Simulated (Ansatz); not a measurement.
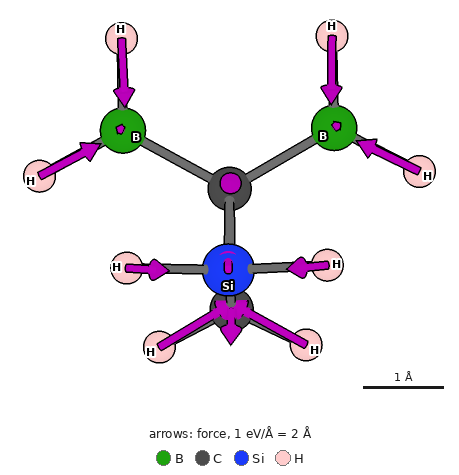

Starting geometry of C2H8B2Si with the computed forces as purple arrows. A ball-and-stick model, seen face on.

The start comes from PBE-D4/def2-SVP.

The calculation used RKS PBE0-D4/def2-TZVP (Ansatz). (force threshold 0.005 eV/Å; at most 150 steps)

**Is this structure relaxed? If not, where do the atoms go?**

It isn't relaxed: the largest force vector, on H atoms, is 0.60 eV/Å. The final displacements follow the starting forces only in part (cosine between the two patterns 0.67). The largest move after the best rigid fit is that of an H atom, 0.043 Å. Largest moves by element: H 0.043 Å, C 0.036 Å, B 0.013 Å, Si 0.007 Å. Near-neighbour distances that change, for instance: C–Si 1.866 → 1.834 Å, C–Si 1.932 → 1.904 Å, B–H 1.223 → 1.202 Å, C–H 1.104 → 1.086 Å. The energy falls by 5.54 kJ/mol in 8 geometry steps. The largest force component goes from 0.48 to 0.00096 eV/Å.
